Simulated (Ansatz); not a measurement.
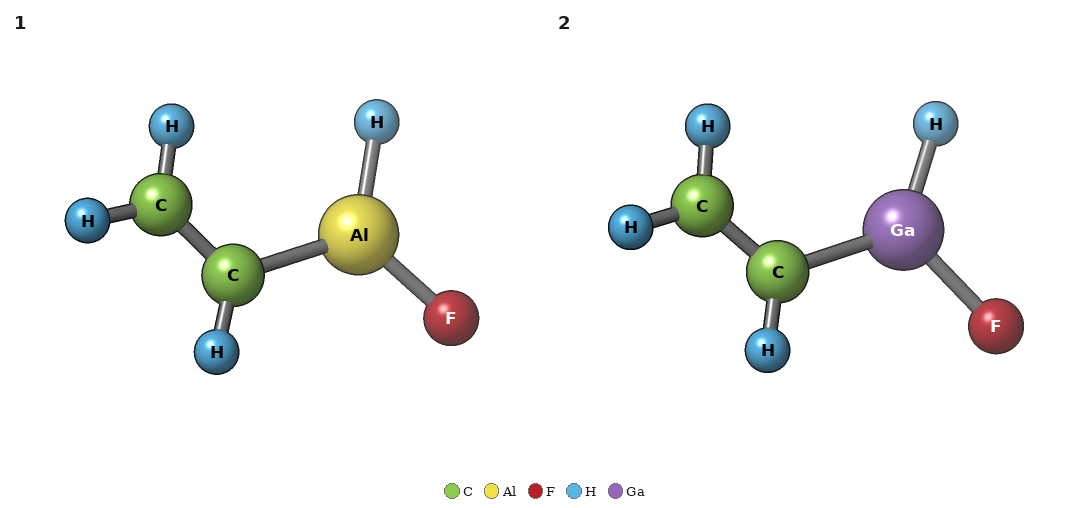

2 molecules with one skeleton, seen from the same side and at one scale. Charge 0, singlet. Computed geometries: PBE0-D4/def2-TZVP optimisations, one conformation each. Properties computed with Ansatz 0.2.0.

One atom differs, called X below: Al in panel 1, Ga in panel 2. Their formulas are C2H4AlF (`C=[CH][AlH][F]`), C2H4FGa (`C=[CH][GaH][F]`).

In which is the HOMO–LUMO gap larger (revPBE-D4/def2-TZVPP)?

In panel 1 (X = Al).

In which is the dipole moment larger (PBE0-D4/def2-TZVP)?

In panel 2 (X = Ga).

Give the values. With PBE0-D4/def2-TZVP: length of X–C (Å), length of X–F (Å), length of X–H (Å), angle C–X–H (°), dipole moment (D), harmonic zero-point energy (kJ/mol). With revPBE-D4/def2-TZVPP: HOMO energy (Kohn–Sham orbital) (eV), HOMO–LUMO gap (eV).

| quantity | 1 (Al) | 2 (Ga) | 2 − 1 |
| --- | --- | --- | --- |
| length of X–C (Å) | 1.926 | 1.936 | +0.010 |
| length of X–F (Å) | 1.652 | 1.763 | +0.111 |
| length of X–H (Å) | 1.578 | 1.557 | −0.021 |
| angle C–X–H (°) | 121.7 | 129.9 | +8.2 |
| HOMO energy (Kohn–Sham orbital) (eV) | −6.99 | −7.03 | −0.04 |
| HOMO–LUMO gap (eV) | 4.81 | 4.63 | −0.18 |
| dipole moment (D) | 2.03 | 2.88 | +0.85 |
| harmonic zero-point energy (kJ/mol) | 134.3 | 133.0 | −1.3 |
